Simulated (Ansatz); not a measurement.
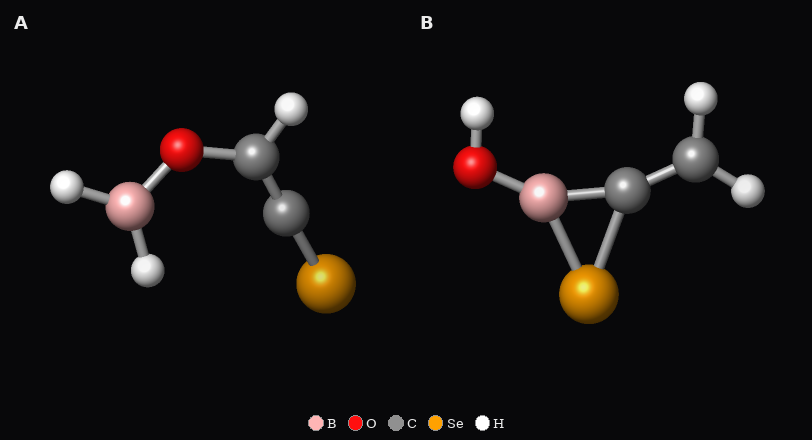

2 stationary structures of one formula. Geometries: PBE-D4/def2-SVP. Electronic energies: PBE-D4/def2-SVP (Ansatz 0.2.0), without zero-point energy. No frequency run is at hand to confirm each as a minimum. Each is one conformer, not always the lowest.

### Are they conformers, stereoisomers or constitutional isomers?

They are constitutional isomers of C2H3BOSe: A `BOC=C=[Se]`, B `C=C1[Se]B1O`.

### Which is lowest in energy, and by how much?

B is lowest (Cs); A lies 46.9 kcal/mol above it (C1).
